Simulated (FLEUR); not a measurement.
## Magnetic state of Mn3GaC from several starts

Aim: find out whether Mn3GaC carries moments, and which collinear order costs least.

Method: LDA (VWN); all-electron FLAPW, Dirac cores, scalar-relativistic bands, in FLEUR MaX-R8.1.

### Step 1. The starting structure

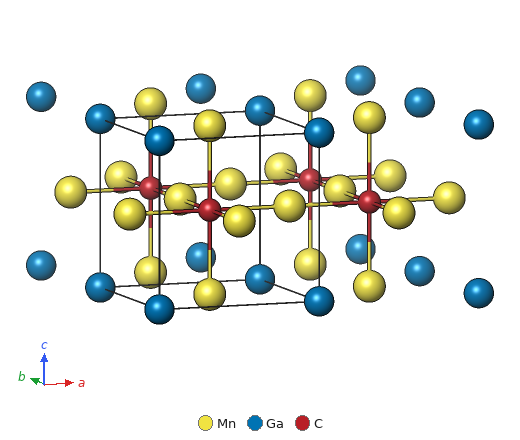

Start, viewed slightly off an axis; manganese yellow, gallium blue, carbon red. 2×2×1 cells are drawn. Some periodic images of atoms are drawn too.

As a file:

```cif
data_structure
_symmetry_space_group_name_H-M 'Pm-3m'
_symmetry_Int_Tables_number 221
_cell_length_a 3.8960
_cell_length_b 3.8960
_cell_length_c 3.8960
_cell_angle_alpha 90.000
_cell_angle_beta 90.000
_cell_angle_gamma 90.000
_cell_volume 59.14
loop_
_atom_site_label
_atom_site_type_symbol
_atom_site_symmetry_multiplicity
_atom_site_Wyckoff_symbol
_atom_site_fract_x
_atom_site_fract_y
_atom_site_fract_z
_atom_site_occupancy
Mn1 Mn 3 c 0.00000 0.50000 0.50000 1
Ga1 Ga 1 a 0.00000 0.00000 0.00000 1
C1 C 1 b 0.50000 0.50000 0.50000 1
```

### Step 2. Run 1 (ferro +++)

The parallel start comes first: it shows whether parallel moments hold.

inpgen writes inp.xml from crystal.txt; cutoffs, mixing, functional, smearing and local orbitals are then set in the file. The k list default-1 (kpts.xml, not shown) is a Γ-centred 8×8×8 mesh; where the ranks do not divide the number of points, some are split in two of half the weight.

Contents of inp.xml:

```
<?xml version="1.0" encoding="UTF-8" standalone="no"?>
<fleurInput fleurInputVersion="0.39">
   <comment>
      Mn3GaC
   </comment>
   <calculationSetup>
      <cutoffs Kmax="4.4" Gmax="13.2" GmaxXC="13.2" numbands="0"/>
      <scfLoop itmax="90" minDistance="0.00002" maxIterBroyd="15" imix="Anderson" alpha="0.05" precondParam="0.0" spinf="2.0" sdNocoIR="T"/>
      <coreElectrons ctail="T" frcor="F" kcrel="0" coretail_lmax="0"/>
      <xcFunctional name="vwn" relativisticCorrections="F"/>
      <magnetism jspins="2"/>
      <soc l_soc="F" theta="0.0" phi="0.0" spav="F"/>
      <expertModes spex="0" secvar="F"/>
      <geometryOptimization l_f="F" forcealpha="1.0" forcemix="BFGS" epsdisp="0.00001" epsforce="0.00001"/>
      <ldaU l_linMix="F" mixParam="0.05" spinf="1.0"/>
   </calculationSetup>
   <cell>
      <bzIntegration valenceElectrons="62.0" mode="hist" fermiSmearingEnergy="0.00110248">
         <kPointListSelection listName="default-1"/>
         <xi:include xmlns:xi="http://www.w3.org/2001/XInclude" href="kpts.xml"> </xi:include>
      </bzIntegration>
      <xi:include xmlns:xi="http://www.w3.org/2001/XInclude" href="sym.xml"> </xi:include>
      <bulkLattice scale="1.0">
         <bravaisMatrix>
            <row-1>    7.3623729814415997     0.0000000000000000     0.0000000000000000</row-1>
            <row-2>    0.0000000000000000     7.3623729814415997     0.0000000000000000</row-2>
            <row-3>    0.0000000000000000     0.0000000000000000     7.3623729814415997</row-3>
         </bravaisMatrix>
      </bulkLattice>
   </cell>
   <atomSpecies>
      <species name="Manganese 3.502" element="Mn" atomicNumber="25">
         <mtSphere radius="2.29" gridPoints="757" logIncrement="0.016"/>
         <atomicCutoffs lmax="8" lnonsphr="6"/>
         <electronConfig flipSpins="F">
            <coreConfig>(1s1/2) (2s1/2) (2p1/2) (2p3/2)</coreConfig>
            <valenceConfig>(3s1/2) (3p1/2) (3p3/2) (4s1/2) (3d3/2) (3d5/2)</valenceConfig>
            <stateOccupation state="(3d3/2)" spinUp="1.251" spinDown="0.749"/>
            <stateOccupation state="(3d5/2)" spinUp="3.0" spinDown="0.0"/>
         </electronConfig>
         <energyParameters s="4" p="4" d="3" f="4"/>
         <lo type="SCLO" l="0" n="3" eDeriv="0"/>
         <lo type="SCLO" l="1" n="3" eDeriv="0"/>
      </species>
      <species name="Gallium (Ga)" element="Ga" atomicNumber="31">
         <mtSphere radius="2.78" gridPoints="919" logIncrement="0.014"/>
         <atomicCutoffs lmax="10" lnonsphr="8"/>
         <electronConfig flipSpins="F">
            <coreConfig>(1s1/2) (2s1/2) (2p1/2) (2p3/2) (3s1/2) (3p1/2) (3p3/2)</coreConfig>
            <valenceConfig>(4s1/2) (3d3/2) (3d5/2) (4p1/2) (4p3/2)</valenceConfig>
            <stateOccupation state="(4p1/2)" spinUp="0.166667" spinDown="0.166667"/>
            <stateOccupation state="(4p3/2)" spinUp="0.333333" spinDown="0.333333"/>
         </electronConfig>
         <energyParameters s="4" p="4" d="3" f="4"/>
      </species>
      <species name="Carbon (C)" element="C" atomicNumber="6">
         <mtSphere radius="1.3" gridPoints="431" logIncrement="0.024"/>
         <atomicCutoffs lmax="6" lnonsphr="4"/>
         <electronConfig flipSpins="F">
            <coreConfig>(1s1/2)</coreConfig>
            <valenceConfig>(2s1/2) (2p1/2) (2p3/2)</valenceConfig>
            <stateOccupation state="(2p1/2)" spinUp="0.333333" spinDown="0.333333"/>
            <stateOccupation state="(2p3/2)" spinUp="0.666667" spinDown="0.666667"/>
         </electronConfig>
         <energyParameters s="2" p="2" d="3" f="4"/>
      </species>
   </atomSpecies>
   <atomGroups>
      <atomGroup species="Manganese 3.502">
         <relPos label="                   1">.0000000000 1.000/2.000 1.000/2.000</relPos>
         <relPos label="                   2">1.000/2.000 .0000000000 1.000/2.000</relPos>
         <relPos label="                   3">1.000/2.000 1.000/2.000 .0000000000</relPos>
         <force calculate="T" relaxXYZ="TTT"/>
      </atomGroup>
      <atomGroup species="Gallium (Ga)">
         <relPos label="                   4">.0000000000 .0000000000 .0000000000</relPos>
         <force calculate="T" relaxXYZ="TTT"/>
      </atomGroup>
      <atomGroup species="Carbon (C)">
         <relPos label="                   5">1.000/2.000 1.000/2.000 1.000/2.000</relPos>
         <force calculate="T" relaxXYZ="TTT"/>
      </atomGroup>
   </atomGroups>
   <output dos="F" band="F" slice="F">
      <bandDOS minEnergy="-.5*Htr" maxEnergy="0.5*Htr" sigma="0.015" storeEVData="T"/>
      <plotting iplot="0" polar="F">
         <plot TwoD="T" vec1="  1.0  0.0  0.0" vec2="  0.0  1.0  0.0" vec3="  0.0  0.0  1.0" zero="  0.0  0.0  0.0" file="plot"/>
      </plotting>
      <moessbauerParams electricFieldGradient="F" isomerShift="F" coreHyperfine="F" valenceHyperfine="F"/>
   </output>
</fleurInput>
```

Contents of crystal.txt:

```
Mn3GaC
&input film=F cartesian=F /
3.89600000000  0.00000000000  0.00000000000
0.00000000000  3.89600000000  0.00000000000
0.00000000000  0.00000000000  3.89600000000
1.8897261246
1.0 1.0 1.0

5
25 0.00000000000  0.50000000000  0.50000000000 : 3.502
25 0.50000000000  0.00000000000  0.50000000000 : 3.502
25 0.50000000000  0.50000000000  0.00000000000 : 3.502
31 0.00000000000  0.00000000000  0.00000000000
6 0.50000000000  0.50000000000  0.50000000000

&kpt div1=8 div2=8 div3=8 gamma=T /
```

Started as:

```
$ OMP_NUM_THREADS=1 inpgen -f crystal.txt > inpgen.log  # inp.xml is then edited as shown
$ OMP_NUM_THREADS=1 mpirun -n 4 fleur_MPI > fleur.log
```

The program printed:

```text
Welcome to FLEUR        (www.flapw.de)
      MaX-Release 8.1          (www.max-centre.eu)

 ========== k-point set info ==========
 Selected k-point list: default-1
 k-point list type: mesh
 0 x 0 x 0
 Number of k points: 36

 ------------Calculation Setup---------------------------
 Number of MPI-tasks      :            4
 Number of PE/node        :            4
 Number of OMP-threads    :            1
 k-points in parallel     :            4
 pe's per k-point         :            1
 No of k-point loops      :            9
 Eigenvalue solver        :       lapack
 Number of basis functions:          622
 Approximate size of matrices (H+S) per k-point:         0.006 GB
 --------------------------------------------------------
 Iteration:     1   Distance:      22.47802815 me/bohr^3
 Iteration:     2   Distance:      18.80737873 me/bohr^3
 Iteration:     3   Distance:      12.41159036 me/bohr^3
 Iteration:     4   Distance:      11.88949434 me/bohr^3
 Iteration:     5   Distance:      12.54650560 me/bohr^3
 Iteration:     6   Distance:      13.53131576 me/bohr^3
 Iteration:     7   Distance:       7.88293272 me/bohr^3
 Iteration:     8   Distance:       7.94441359 me/bohr^3
 Iteration:     9   Distance:       6.02358870 me/bohr^3
 Iteration:    10   Distance:       5.35710747 me/bohr^3
[... 22 iterations left out ...]
 Iteration:    33   Distance:       0.00312434 me/bohr^3
 Iteration:    34   Distance:       0.00263234 me/bohr^3
 Iteration:    35   Distance:       0.00275291 me/bohr^3
 Iteration:    36   Distance:       0.00087056 me/bohr^3
 Iteration:    37   Distance:       0.00043160 me/bohr^3
 Iteration:    38   Distance:       0.00025937 me/bohr^3
 Iteration:    39   Distance:       0.00023978 me/bohr^3
 Iteration:    40   Distance:       0.00009649 me/bohr^3
 Iteration:    41   Distance:       0.00002674 me/bohr^3
 Iteration:    42   Distance:       0.00000945 me/bohr^3

 ********************************************************************
 Run finished successfully
 Stop message:
   all done
 ********************************************************************

--- out.xml (last complete iteration) ---
<iteration numberForCurrentRun="   42" overallNumber="   42">
         [... left out ...]
         <bandgap value="0.0017974739" units="eV"/>
         <sumValenceSingleParticleEnergies value="-31.9018521519" units="Htr"/>
         <FermiEnergy value="0.4161736702" units="Htr"/>
         <valenceDensity>
            <mtCharges spin="1">
               <mtCharge atomType="1" total="7.6795371" s="1.1474794" p="3.1816390" d="3.3266876" f="0.0181143"/>
               <mtCharge atomType="2" total="6.2891958" s="0.5680152" p="0.6111574" d="5.0605338" f="0.0346726"/>
               <mtCharge atomType="3" total="0.8785088" s="0.3172915" p="0.5513548" d="0.0089427" f="0.0008149"/>
            </mtCharges>
            <mtCharges spin="2">
               <mtCharge atomType="1" total="6.1733996" s="1.1442262" p="3.1810248" d="1.8236484" f="0.0186200"/>
               <mtCharge atomType="2" total="6.3820623" s="0.5938728" p="0.7151585" d="5.0403119" f="0.0246731"/>
               <mtCharge atomType="3" total="0.9596789" s="0.3270688" p="0.6249397" d="0.0069652" f="0.0006425"/>
            </mtCharges>
            <spinDependentCharge spin="1" total="33.1918313" interstitial="2.9855155" mtSpheres="30.2063158"/>
            <spinDependentCharge spin="2" total="28.8081687" interstitial="2.9462287" mtSpheres="25.8619400"/>
            <totalCharge value="62.0000000000"/>
         </valenceDensity>
         [... left out ...]
         <allElectronCharges>
            <spinDependentCharge spin="1" total="58.1918313" interstitial="2.9857048" mtSpheres="55.2061265"/>
            <spinDependentCharge spin="2" total="53.8081687" interstitial="2.9464189" mtSpheres="50.8617498"/>
            <totalCharge value="111.9999999835"/>
         </allElectronCharges>
         <magneticMomentsInMTSpheres units="muBohr">
            <globalMagMoment atomType="1" vec="0.00000   0.00000   1.50614"/>
            <localMagMoment atomType="1" vec="0.00000   0.00000   1.50614"/>
            <globalMagMoment atomType="2" vec="0.00000   0.00000  -0.09287"/>
            <localMagMoment atomType="2" vec="0.00000   0.00000  -0.09287"/>
            <globalMagMoment atomType="3" vec="0.00000   0.00000  -0.08117"/>
            <localMagMoment atomType="3" vec="0.00000   0.00000  -0.08117"/>
         </magneticMomentsInMTSpheres>
         <moessbauerParams unitsHFF="kG" unitsIS="e/bohr^3" unitsEFG="Htr/bohr^2">
         </moessbauerParams>
         <totalEnergy value="    -5448.8189593352" units="Htr">
            <sumOfEigenvalues value="    -3131.5278376757">
               <coreElectrons value="-3099.6259855239"/>
               <valenceElectrons value="-31.9018521519"/>
            </sumOfEigenvalues>
            <densityCoulombPotentialIntegral value="-8356.6725523023"/>
            <densityEffectivePotentialIntegral value="-8658.9597502528"/>
            <chargeDenXCDenIntegral value="-228.3839071626"/>
            <FockExchangeEnergyValence value="0.0000000000"/>
            <FockExchangeEnergyCore value="0.0000000000"/>
            <atomTypeDependentContributions atomType="1">
               <electronNucleiInteractionDifferentMTs value="4138.7511994674"/>
               <MadelungTerm value="-32.5812454318"/>
            </atomTypeDependentContributions>
            <atomTypeDependentContributions atomType="2">
               <electronNucleiInteractionDifferentMTs value="2343.6029212998"/>
               <MadelungTerm value="-8.8163811264"/>
            </atomTypeDependentContributions>
            <atomTypeDependentContributions atomType="3">
               <electronNucleiInteractionDifferentMTs value="40.8420954242"/>
               <MadelungTerm value="-4.9368458490"/>
            </atomTypeDependentContributions>
            <tkbTimesEntropy value="0.0005883177"/>
            <freeEnergy value="-5448.8195476530"/>
            <extrapolationTo0K value="-5448.8192534941"/>
         </totalEnergy>
         <densityConvergence units="me/bohr^3">
            <chargeDensity spin="1" distance="0.0000087291"/>
            <chargeDensity spin="2" distance="0.0000015342"/>
            <overallChargeDensity distance="0.0000082334"/>
            <spinDensity distance="0.0000094506"/>
         </densityConvergence>
      </iteration>
```

Run time: 2.2 min. Hardware: 4 MPI ranks of Arm Neoverse V2, shared host; peak memory 0.34 GiB; 8.8 min of CPU time.

Spin moment in the muffin-tin sphere by atom:

```
atom  spin moment in the muffin-tin sphere (μB)
 Mn1                                       1.51
 Mn2                                       1.51
 Mn3                                       1.51
 Ga4                                      -0.09
  C5                                      -0.08
```

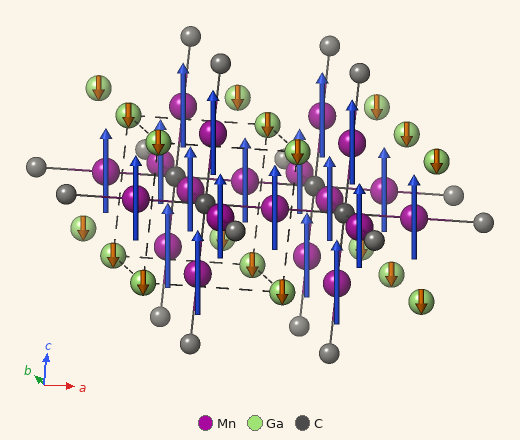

Spin moment in the muffin-tin sphere as arrows, the longest 1.51 μB. Up and down stand for the sign. Arrows give size and sign along the axis of quantisation, drawn up and down the page. Each arrow also spans its atom, so small moments look longer than they are. The two directions have two colours. 2×2×1 cells are drawn. Some periodic images of atoms are drawn too.

This step gave:

```yaml
free_energy: -148269.9333 eV
program_s_band_gap_on_this_mesh_in_a_metal_only_a_level_spacing: 0.001797 eV
magnetization: 4.384 μB
final_state: ferromagnetic, with opposed induced moments
```

After 42 cycles the largest moment stands at 1.51 μB.

(Continued in part 2 of 3.)

[Logs and program files are shortened in this print: banners, set-up blocks, solver, clock and traceback lines can be left out without a mark of their own.]

[Logs are printed without paths, hosts, clocks, repeated set-up lines and the standing remarks that a program may print on its own settings, such as how far it seeks lower states.]

[Hosts, paths, dates, database ids (printed as entryN), source tags and the programs' standing remarks are cut or masked in the printed files.]

[Where a cell is said to come from a database of computed structures, the database is the Materials Project.]
